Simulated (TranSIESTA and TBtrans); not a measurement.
System: Al chain with one Ga atom in place of Al. Leads: straight Al chain, spacing 2.597 Å. Geometry: 3 atoms about the centre moved by SIESTA (PBE, DZP) to a largest force of 0.01 eV/Å, all others as built, motion along the axis alone.

TranSIESTA and TBtrans, PBE, DZP numerical orbitals (energy shift 0.15 eV), PseudoDojo norm-conserving scalar-relativistic potentials, mesh cutoff 200 Ry, 300 K, no spin polarisation, no spin-orbit coupling; self-consistent non-equilibrium Green functions.

Energies count from the leads' Fermi level. Transmissions are for one spin of a degenerate pair. The energy step is 0.01 eV; narrower resonances are cut or missed.

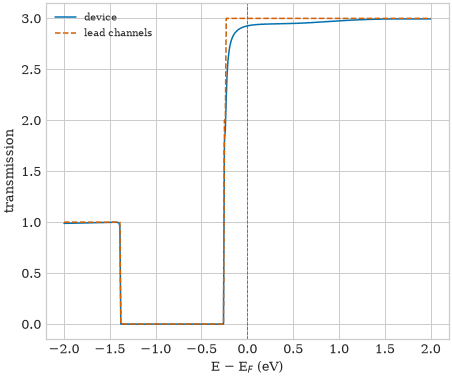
Figure. Transmission against energy

```csv
E (eV),T,lead channels
-2.00,0.99,1
-1.80,0.99,1
-1.60,1.00,1
-1.40,0.99,1
-1.20,0,0
-1.00,0,0
-0.80,0,0
-0.60,0,0
-0.40,0,0
-0.20,2.68,3
0.00,2.93,3
0.20,2.94,3
0.40,2.95,3
0.60,2.95,3
0.80,2.96,3
1.00,2.98,3
1.20,2.99,3
1.40,2.99,3
1.60,2.99,3
1.80,3.00,3
2.00,2.99,3
```

The straight chain is held at its spacing; free chains may zigzag or dimerise. No spin-polarised start was tried, so a magnetic state, if there is one, is missed.
